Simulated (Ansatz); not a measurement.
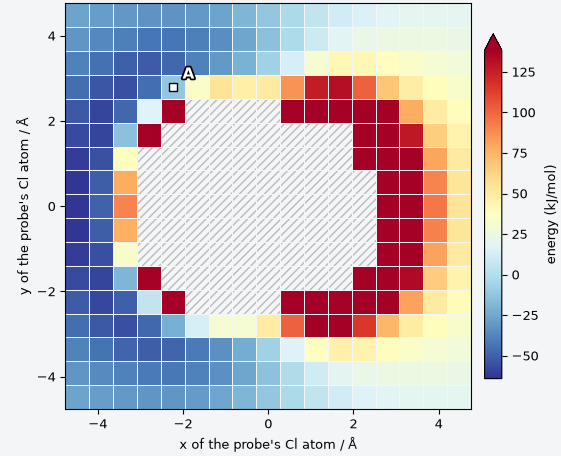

BH₆P with the probe Cl-. 
- The probe is moved over the molecule's main plane.
- First axis: x of the probe's Cl atom. Second axis: y of the probe's Cl atom.
- Nothing is relaxed (molecule and probe rigid).
- The grid has 17 × 17 points. At 73 points there is no value (left out of the scan, as a rule where atoms come close).
- Points are written as (first, second).
- Energies are in kJ/mol, from molecule and probe far apart, each relaxed in its own basis (no counterpoise correction).
- Energies and slopes of some neighbouring points disagree (a jump in structure or state, or too coarse a mesh).
- The calculation used RHF/def2-SVPD in Ansatz.

In the figure: one coloured cell a grid point, one colour for all values above the top of the scale, hatched blanks where no value was computed, the point A.

Question: Is A at rest? If not, where is it pushed?

Answer: A, at (−2.24 Å, 2.80 Å), is not a stationary point. The computed force is 1.8 eV/Å in the plane, pointing up and left in the picture (components −0.8 and 1.6 eV/Å).
